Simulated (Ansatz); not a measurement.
**BSiH4O2F (SMILES O[SiH2]B(O)F): PBE0/def2-SVP**

What is the energy change on altering one bond length of BSiH4O2F at PBE0/def2-SVP? 

The results are computed with Ansatz 0.2.0.

127 further runs of the same task are left out: 127 set aside as unsound or not needed. Runs told in other sessions of the task aren't counted.

### 1 Starting point

The species is BSiH4O2F (9 atoms), meant as a singlet with charge 0. SMILES: `O[SiH2]B(O)F`. The coordinates come from a PBE0-D4/def2-TZVP relaxation. This is one conformer, not always the lowest.

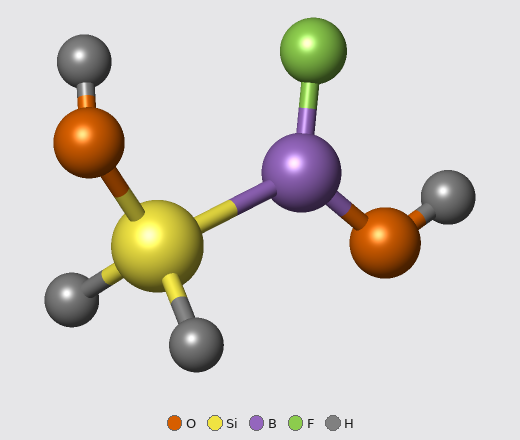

Viewed from a chosen angle; oxygen orange, silicon yellow, boron purple, fluorine green, hydrogen grey.

### 2 The energy at PBE0/def2-SVP

The input, molecule.yaml:

```yaml
crystal:
  periodic: [false, false, false]
  atoms:
    - symbol: O
      position_ang: [1.152500, 0.650100, 1.703000]
    - symbol: Si
      position_ang: [0.837600, -0.439800, 0.500200]
    - symbol: B
      position_ang: [-0.701500, 0.194000, -0.670900]
    - symbol: O
      position_ang: [-0.968000, -0.381600, -1.859000]
    - symbol: F
      position_ang: [-1.488500, 1.196900, -0.250400]
    - symbol: H
      position_ang: [0.401000, 1.098100, 2.092900]
    - symbol: H
      position_ang: [2.093300, -0.579800, -0.278100]
    - symbol: H
      position_ang: [0.493300, -1.781600, 1.056300]
    - symbol: H
      position_ang: [-1.731300, -0.002600, -2.311100]
basis:
  gaussian:
    orbitals: def2-SVP
hamiltonian:
  xc: {name: PBE0}
accuracy: high
output: {orbitals: {seedname: orbitals}}
```

Started as:

```sh
$ ansatz run molecule.yaml --threads 1 --pin off --max-ram 3480MiB --events-out events.jsonl --progress --plain --runs-dir runs
```

The program printed:

```text
Warning: RAYON_NUM_THREADS=1 ignored (pool sized by the plan → 1); use --threads N
Functional definition: PBE0
  name "PBE0"
  parameter a = 0.25
  parameter kappa = 0.804
  parameter beta = 0.06672455060314922
  exchange = (1 - a)*pbe_x(kappa = kappa, mu = beta*pi^2/3) + a*exact_x
  correlation = pbe_c(beta = beta)
2070 factors; integrals over basis functions are off by at most 6.6e-9 eV
mean field evaluation 1: about -15407.5274 eV, gradient 6.3e1 eV
mean field evaluation 2: about -15398.3427 eV, gradient 9.4e1 eV
mean field evaluation 4: about -15413.9854 eV, gradient 3.1e0 eV
mean field evaluation 8: about -15414.2108 eV, gradient 2.5e-1 eV
mean field evaluation 16: about -15414.2110 eV, gradient 5.5e-5 eV
mean field -15414.21096590 eV, -566.4618048693 hartree, gradient 7.8e-8 eV, S^2 0.000000; 0 other end points of the search recorded, 0 dependent functions left out
reference -15414.21096850 eV, -566.4618049649 hartree; 24, 24 occupied and 70, 70 virtual orbitals, 2070 factors
Total energy: -15414.21096850 eV, -566.4618049649 hartree
```

Wall time 8.7 s (1 thread of Arm Neoverse V2, shared host); peak memory 0.32 GiB.

### 3 The distorted shape

The input, input.yaml:

```yaml
crystal:
  periodic: [false, false, false]
  atoms:
    - {symbol: O, position_ang: [1.922059, 0.333196, 2.288557]}
    - {symbol: Si, position_ang: [1.607159, -0.756704, 1.085757]}
    - {symbol: B, position_ang: [-0.701500, 0.194000, -0.670900]}
    - {symbol: O, position_ang: [-0.968000, -0.381600, -1.859000]}
    - {symbol: F, position_ang: [-1.488500, 1.196900, -0.250400]}
    - {symbol: H, position_ang: [1.170559, 0.781196, 2.678457]}
    - {symbol: H, position_ang: [2.862859, -0.896704, 0.307457]}
    - {symbol: H, position_ang: [1.262859, -2.098504, 1.641857]}
    - {symbol: H, position_ang: [-1.731300, -0.002600, -2.311100]}
basis:
  gaussian:
    orbitals: def2-SVP
hamiltonian:
  xc: pbe0
accuracy: high
output: {orbitals: {seedname: orbitals}}
```

Started as:

```sh
$ ansatz run input.yaml --threads 1 --pin off --max-ram 3480MiB --events-out events.jsonl --progress --plain --runs-dir runs
```

The program printed:

```text
Warning: RAYON_NUM_THREADS=1 ignored (pool sized by the plan → 1); use --threads N
Functional definition: PBE0
  name "PBE0"
  parameter a = 0.25
  parameter kappa = 0.804
  parameter beta = 0.06672455060314922
  exchange = (1 - a)*pbe_x(kappa = kappa, mu = beta*pi^2/3) + a*exact_x
  correlation = pbe_c(beta = beta)
2025 factors; integrals over basis functions are off by at most 7.0e-9 eV
mean field evaluation 1: about -15404.7748 eV, gradient 6.4e1 eV
mean field evaluation 2: about -15392.5546 eV, gradient 1.0e2 eV
mean field evaluation 4: about -15411.5847 eV, gradient 4.8e0 eV
mean field evaluation 8: about -15411.8468 eV, gradient 4.5e-1 eV
mean field evaluation 16: about -15411.8472 eV, gradient 4.8e-5 eV
mean field -15411.84722294 eV, -566.3749389179 hartree, gradient 4.8e-8 eV, S^2 0.000000; 0 other end points of the search recorded, 0 dependent functions left out
reference -15411.84722578 eV, -566.3749390222 hartree; 24, 24 occupied and 70, 70 virtual orbitals, 2025 factors
Total energy: -15411.84722578 eV, -566.3749390222 hartree
```

Wall time 8.7 s (1 thread of Arm Neoverse V2, shared host); peak memory 0.31 GiB.

### 4 Summary of results

At PBE0/def2-SVP:

| quantity | value |
| --- | --- |
| first shape: total energy | -566.46180 Eh |
| first shape: HOMO energy | -7.99 eV |
| first shape: LUMO energy | -0.28 eV |
| first shape: HOMO–LUMO gap | 7.71 eV |
| distorted shape: total energy | -566.37494 Eh |
| distorted shape: HOMO energy | -6.49 eV |
| distorted shape: LUMO energy | -1.25 eV |
| distorted shape: HOMO–LUMO gap | 5.24 eV |
| energy change with the Si2–B3 bond stretched from 2.035 to 3.053 Å | 2.364 eV |

In words: With the Si2–B3 bond stretched from 2.035 to 3.053 Å the energy rises by 2.36 eV (55 kcal/mol). The first shape isn't relaxed at this level, so the change isn't measured from a minimum.
